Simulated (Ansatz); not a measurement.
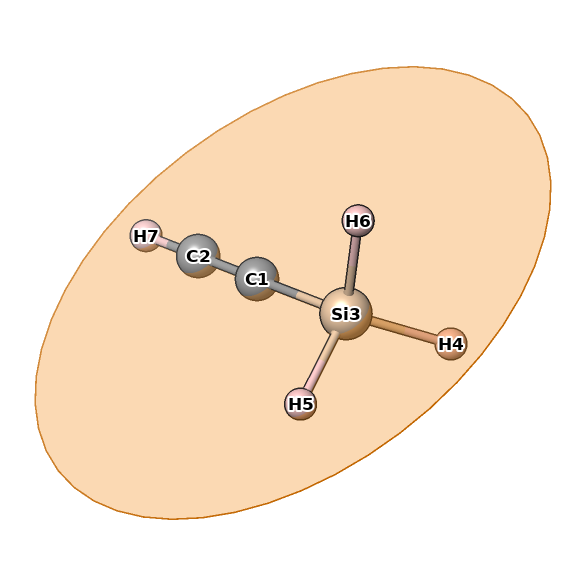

A disc through the centre of mass is drawn in. Distant atoms are faded towards the background colour. The computed structure is the end point of a PBE0-D4/def2-TZVP optimisation. No frequency run is at hand to confirm it as a minimum.

Is the plane of the disc a mirror plane of the structure?

Yes. The reflection leaves C1, C2, Si3, H5, H7 in place and moves H4 ↔ H6. The point group is C3v.
